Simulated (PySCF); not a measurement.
```yaml
atoms:
  - { symbol: C, position_ang: [-2.2264, 0.8389, -0.6281] }
  - { symbol: C, position_ang: [-1.0061, 0.1847, 0.0230] }
  - { symbol: C, position_ang: [-0.8945, -1.2707, -0.4364] }
  - { symbol: C, position_ang: [-1.1320, 0.2449, 1.5451] }
  - { symbol: C, position_ang: [0.2420, 0.9787, -0.4243] }
  - { symbol: N, position_ang: [1.4716, 0.3536, -0.0250] }
  - { symbol: N, position_ang: [1.9836, 0.4567, 1.1982] }
  - { symbol: N, position_ang: [3.0570, -0.2322, 1.2683] }
  - { symbol: C, position_ang: [3.2999, -0.8233, 0.0833] }
  - { symbol: C, position_ang: [2.2776, -0.4501, -0.7544] }
  - { symbol: F, position_ang: [2.0123, -0.7217, -2.0278] }
  - { symbol: H, position_ang: [-2.2884, 1.8915, -0.3611] }
  - { symbol: H, position_ang: [-3.1359, 0.3481, -0.2918] }
  - { symbol: H, position_ang: [-2.1767, 0.7603, -1.7119] }
  - { symbol: H, position_ang: [-0.6803, -1.3280, -1.5019] }
  - { symbol: H, position_ang: [-0.1089, -1.7927, 0.1066] }
  - { symbol: H, position_ang: [-1.8292, -1.7930, -0.2494] }
  - { symbol: H, position_ang: [-0.2152, -0.0922, 2.0233] }
  - { symbol: H, position_ang: [-1.3269, 1.2634, 1.8727] }
  - { symbol: H, position_ang: [-1.9512, -0.3871, 1.8790] }
  - { symbol: H, position_ang: [0.2546, 1.0704, -1.5139] }
  - { symbol: H, position_ang: [0.2186, 1.9740, 0.0255] }
  - { symbol: H, position_ang: [4.1499, -1.4471, -0.0890] }
```

Geometry: GFN2-xTB.

Method: PBE0/pcSseg-1, SCF density, gas phase, non-relativistic in PySCF 2.14.0.

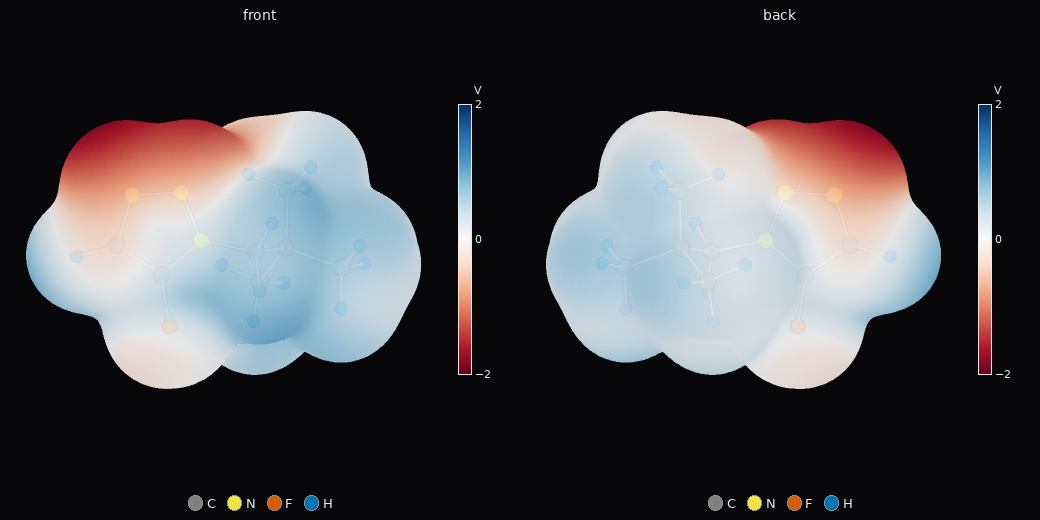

C7H12FN3 (SMILES CC(C)(C)Cn1nncc1F). The electrostatic potential painted on the density surface at 0.001 e/bohr³, seen from the front and from behind; the colour scale runs from red (negative) to blue (positive).

Which sites attract a positive test charge, and which a negative one?

Answer. A positive charge is drawn to the negative regions and a negative charge to the positive ones. The most negative region (about −1.8 V, or −42 kcal/mol for a unit charge) lies over N8, the most positive (about +1.0 V, or +23 kcal/mol for a unit charge) over H21. N8 is the likeliest acceptor of a hydrogen bond.
